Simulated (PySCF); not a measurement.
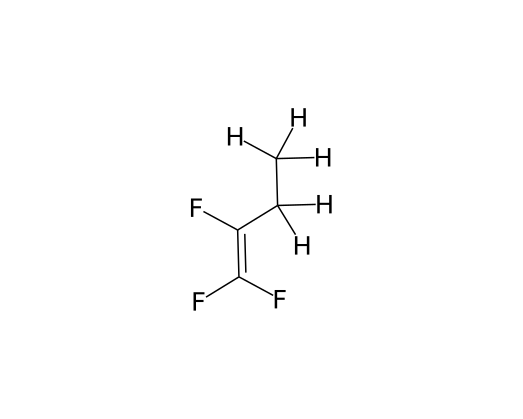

Computed geometry: PBE0-D3(BJ)/def2-SVP optimisation. No frequency run is at hand to confirm it as a minimum. Program: PySCF 2.14.0.

Tabulate HOMO energy (eV) at these levels: B3LYP/6-31G*; B3LYP/cc-pVTZ; B97-D/pcSseg-1; BHandHLYP/pcSseg-1; BP86/pcSseg-1; HF/pcSseg-1; KT3/pcSseg-1; LC-wPBE/pcSseg-1; OPBE/pcSseg-1; PBE0/6-31G; PBE0/STO-3G; ωB97X-D/pcSseg-1.

```
             level  HOMO energy (eV)
      B3LYP/6-31G*             −6.37
     B3LYP/cc-pVTZ             −6.78
    B97-D/pcSseg-1             −5.71
BHandHLYP/pcSseg-1             −8.36
     BP86/pcSseg-1             −5.81
       HF/pcSseg-1            −10.17
      KT3/pcSseg-1             −5.75
  LC-wPBE/pcSseg-1             −9.76
     OPBE/pcSseg-1             −5.60
        PBE0/6-31G             −7.05
       PBE0/STO-3G             −3.19
  ωB97X-D/pcSseg-1             −8.99
```
